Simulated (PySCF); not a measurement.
Molecule: C₅H₈SSi, SMILES C[SiH2]c1cccs1. Atoms near the plane z = 1.5 Å, at the GFN2-xTB optimised geometry (x, y, z in Å): C1 (-0.7, -2.8, 0.0), Si2 (-1.7, -1.1, 0.0), C3 (-0.5, 0.3, 0.0), C4 (0.9, 0.3, 0.0), C5 (1.5, 1.6, 0.0), C6 (0.5, 2.6, 0.0), S7 (-1.1, 1.9, 0.0), H8 (-1.4, -3.6, 0.0), H9 (0.0, -2.9, 0.8), H11 (-2.5, -1.1, 1.2), H13 (1.5, -0.6, 0.0), H14 (2.5, 1.8, 0.0), H15 (0.7, 3.6, 0.0).

Calculation: PySCF with PBE/def2-TZVP. The values are rescaled to run from 0 to 1.

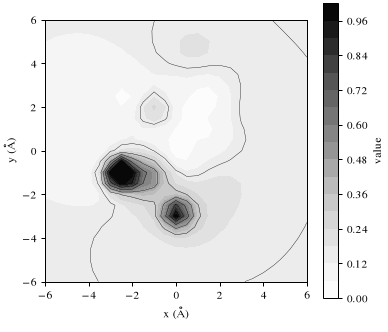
Figure: a field on the plane z = 1.5 Å.

Task: Which quantity is mapped?
A) log10 of the electron density
B) deformation density (molecule minus spherical neutral atoms)
C) electrostatic potential
D) electron localisation function

Result: C, electrostatic potential. In full: electrostatic potential (hartree/e), clipped to [-0.08, 0.12].
